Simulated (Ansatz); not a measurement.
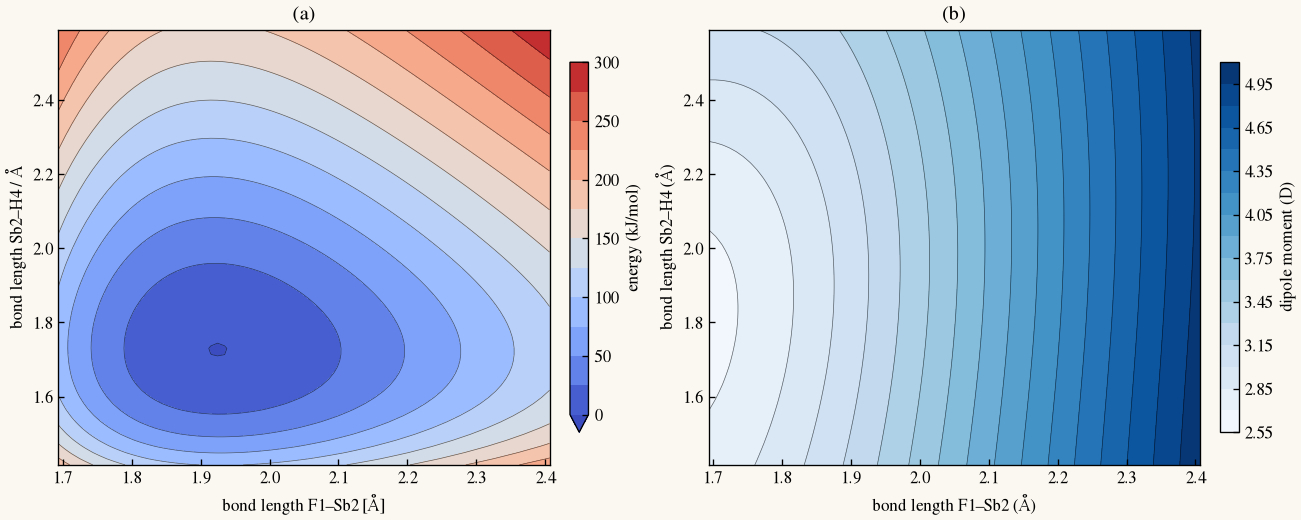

ClFHSb, SMILES [F][SbH][Cl]. The first coordinate is: bond length F1–Sb2; the second: bond length Sb2–H4. Nothing is relaxed (all other coordinates rigid). The grid has 13 × 13 points. Points are written as (first, second). Energies: kJ/mol, counted from the lowest grid point. The reference is spin-restricted, which grows unreliable where a bond is stretched far. Level of theory: RKS B3LYP-D4/def2-TZVP in Ansatz 0.2.0.

Panel (a) is the energy; panel (b) is the computed dipole moment, in D.

Drawn: filled contours. Between grid points the surface is interpolated.

How does the dipole moment vary over the map, and what is it at the lowest grid point?

Answer. Leaving out the highest fifth of the energies, it runs from 2.65 D at (1.694 Å, 1.807 Å) to 5.05 D at (2.406 Å, 1.514 Å). At the lowest grid point, (1.931 Å, 1.710 Å), it is 3.19 D.
